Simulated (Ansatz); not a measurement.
**BHLYP/def2-TZVPPD run of [NO2]+ (SMILES O=[N+]=O)**

What is the energy change on altering one bond length of [NO2]+ at BHLYP/def2-TZVPPD? 

Program for the calculation: Ansatz 0.2.0.

5 further runs of the same task are left out: 5 that didn't finish.

## (1) Starting point

[NO2]+ has 3 atoms, charge +1, and is taken as a singlet. As SMILES, `O=[N+]=O`. Geometry: relaxed at PBE0-D4/def2-TZVP.

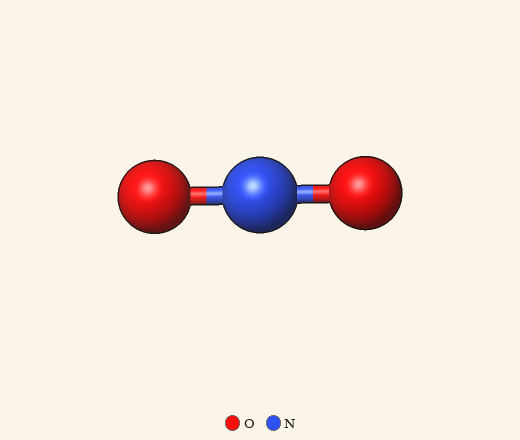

The structure, seen from a chosen angle (oxygen red, nitrogen blue).

## (2) The energy at BHLYP/def2-TZVPPD

Input file molecule.yaml:

```yaml
crystal:
  periodic: [false, false, false]
  atoms:
    - {symbol: O, position_ang: [-0.572980, 0.927020, -0.209580]}
    - {symbol: "N", position_ang: [-0.000010, -0.000010, -0.000000]}
    - {symbol: O, position_ang: [0.572990, -0.927010, 0.209580]}
basis:
  gaussian: {orbitals: def2-TZVPPD.json}
total_charge: 1
hamiltonian: {xc: {name: BHLYP}}
accuracy: high
output: {orbitals: {seedname: orbitals}}
```

The basis set def2-TZVPPD is read from a file made from the Basis Set Exchange's data (not shown).

Started as:

```bash
$ ansatz run molecule.yaml --threads 1 --pin off --max-ram 3480MiB --events-out events.jsonl --progress --plain --runs-dir runs
```

Standard output:

```text
Warning: RAYON_NUM_THREADS=1 ignored (pool sized by the plan → 1); use --threads N
Functional definition: BHLYP
  name "BHLYP"
  parameter a = 0.5
  exchange = (1 - a)*b88_x + a*exact_x
  correlation = lyp_c
1640 factors; integrals over basis functions are off by at most 3.6e-9 eV
mean field evaluation 1: about -5566.9571 eV, gradient 4.7e1 eV
mean field evaluation 2: about -5565.7181 eV, gradient 5.4e1 eV
mean field evaluation 4: about -5569.8267 eV, gradient 4.6e-1 eV
mean field evaluation 8: about -5569.8313 eV, gradient 9.0e-3 eV
mean field evaluation 16: about -5569.8313 eV, gradient 2.8e-7 eV
mean field -5569.83134239 eV, -204.6875264656 hartree, gradient 5.3e-8 eV, S^2 0.000000; 0 other end points of the search recorded, 0 dependent functions left out
reference -5569.83136386 eV, -204.6875272546 hartree; 11, 11 occupied and 106, 106 virtual orbitals, 1640 factors
Total energy: -5569.83136386 eV, -204.6875272546 hartree
```

It took 3.9 s on 1 thread of Arm Neoverse V2, shared host; peak memory 0.26 GiB.

## (3) The distorted shape

Input file job.yaml:

```yaml
basis:
  gaussian:
    orbitals: def2-TZVPPD.json
crystal:
  periodic: [false, false, false]
  atoms:
    - {symbol: O, position_ang: [-0.859484, 1.390565, -0.314377]}
    - {symbol: N, position_ang: [-0.000010, -0.000010, -0.000000]}
    - {symbol: O, position_ang: [0.572990, -0.927010, 0.209580]}
total_charge: 1
hamiltonian:
  xc: {name: BHLYP}
accuracy: high
output: {orbitals: {seedname: orbitals}}
```

The basis set def2-TZVPPD is read from a file made from the Basis Set Exchange's data (not shown).

Started as:

```bash
$ ansatz run job.yaml --threads 1 --pin off --max-ram 3480MiB --events-out events.jsonl --progress --plain --runs-dir runs
```

Standard output:

```text
Warning: RAYON_NUM_THREADS=1 ignored (pool sized by the plan → 1); use --threads N
[... 5 set-up lines as earlier in the session ...]
1657 factors; integrals over basis functions are off by at most 3.3e-9 eV
mean field evaluation 1: about -5560.3705 eV, gradient 5.2e1 eV
mean field evaluation 2: about -5509.0444 eV, gradient 1.7e2 eV
mean field evaluation 4: about -5564.6842 eV, gradient 1.7e1 eV
mean field evaluation 8: about -5565.2047 eV, gradient 6.4e-1 eV
mean field evaluation 16: about -5565.2072 eV, gradient 8.7e-5 eV
mean field -5565.20720107 eV, -204.5175924064 hartree, gradient 7.9e-8 eV, S^2 0.000000; 0 other end points of the search recorded, 0 dependent functions left out
reference -5565.20722200 eV, -204.5175931756 hartree; 11, 11 occupied and 106, 106 virtual orbitals, 1657 factors
Total energy: -5565.20722200 eV, -204.5175931756 hartree
```

Run time: 3.9 s. Hardware: 1 thread of Arm Neoverse V2, shared host; peak memory 0.26 GiB.

## (4) Outcome

At BHLYP/def2-TZVPPD:

| quantity | value |
| --- | --- |
| first shape: total energy | -204.68753 Eh |
| first shape: HOMO energy | -22.70 eV |
| first shape: LUMO energy | -9.52 eV |
| first shape: HOMO–LUMO gap | 13.18 eV |
| distorted shape: total energy | -204.51759 Eh |
| distorted shape: HOMO energy | -20.08 eV |
| distorted shape: LUMO energy | -11.84 eV |
| distorted shape: HOMO–LUMO gap | 8.24 eV |
| energy change with the O1–N2 bond stretched from 1.110 to 1.665 Å | 4.624 eV |

With the O1–N2 bond stretched from 1.110 to 1.665 Å the energy rises by 4.62 eV (107 kcal/mol). The first shape isn't relaxed at this level, so the change isn't measured from a minimum.
